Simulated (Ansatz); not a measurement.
```csv
atom,x (Å),y (Å),z (Å)
Hf,-0.1381,0.2085,0.0339
Cl,0.0488,1.0023,2.3195
F,1.5081,-0.7255,-0.1405
F,-0.0223,1.8605,-0.8980
F,-1.2012,-0.7887,-1.2423
O,-1.9717,-0.6035,1.0907
H,-2.6447,-1.1254,0.6342
H,-2.1929,-0.4580,2.0198
```

Core potentials replace the inner electrons of Hf.

Level of theory: Ansatz, RKS r2SCANh-D4/def2-SVP.

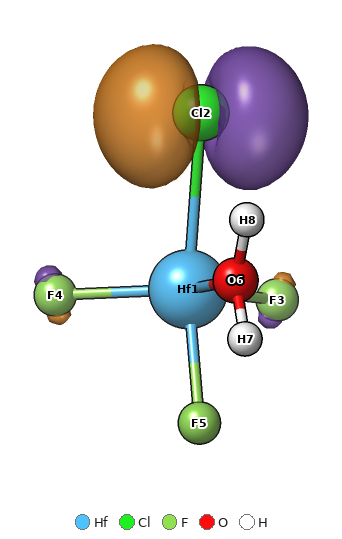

ClF3H2HfO. The HOMO at ±0.2 Å⁻³ᐟ² (orange and purple are the two phases), seen at an oblique angle.

Describe this orbital and give its energy.

It lies mainly on Cl2 (about 90 %); largely a lone pair of Cl2. Its energy is −8.40 eV.
